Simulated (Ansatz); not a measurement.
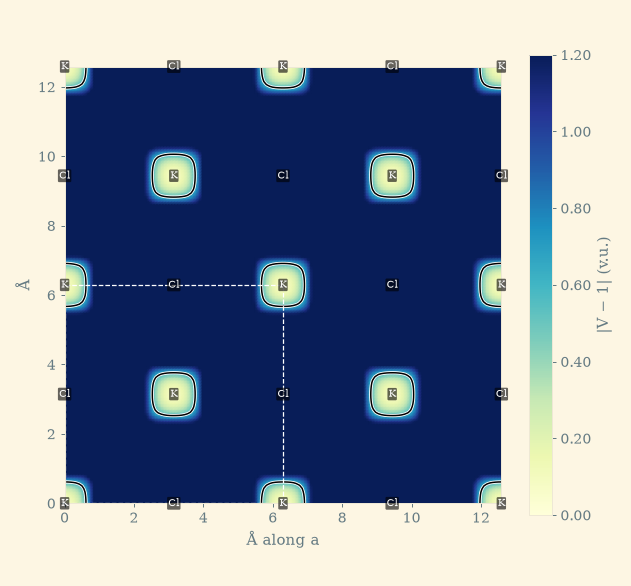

Bond-valence mismatch |V − 1| for K+ in KCl (Fm-3m, No. 225) on the section z = 0.000 (parallel to a and b; the dashed line is one cell); the black line is the 0.6 v.u. contour, and values above the scale's top are cut off.

At each point the valence sum V of a K+ ion is computed from the anions within 5 Å (s = exp((R0 − d)/b), R0 fitted to published crystal structures with b = 0.37 Å; R0: K+–Cl 2.509 Å). The other K+ ions are ignored. This is an empirical screen for pathways, not an energy calculation.

The cell is taken from the geometry relaxed with DFT, PAW plane waves, r2scan in Ansatz.

```
K Cl
1.0
     6.29258    0.00000    0.00000
     0.00000    6.29258    0.00000
     0.00000    0.00000    6.29258
K Cl
4 4
Direct
  0.00000 0.00000 0.00000
  0.00000 0.50000 0.50000
  0.50000 0.00000 0.50000
  0.50000 0.50000 0.00000
  0.50000 0.00000 0.00000
  0.50000 0.50000 0.50000
  0.00000 0.00000 0.50000
  0.00000 0.50000 0.00000
```

> In the whole crystal, how are the regions below 0.6 v.u. connected (counting the regions that come within 0.6 Å of a K site)?

No path at this level: the regions are isolated pockets that do not connect across cells.

> At which mismatch do paths open?

No path opens below 0.7 v.u. These are grid estimates, good to about 0.1 v.u.

> What is the valence sum at the K sites themselves?

1.07 v.u., against the formal 1.
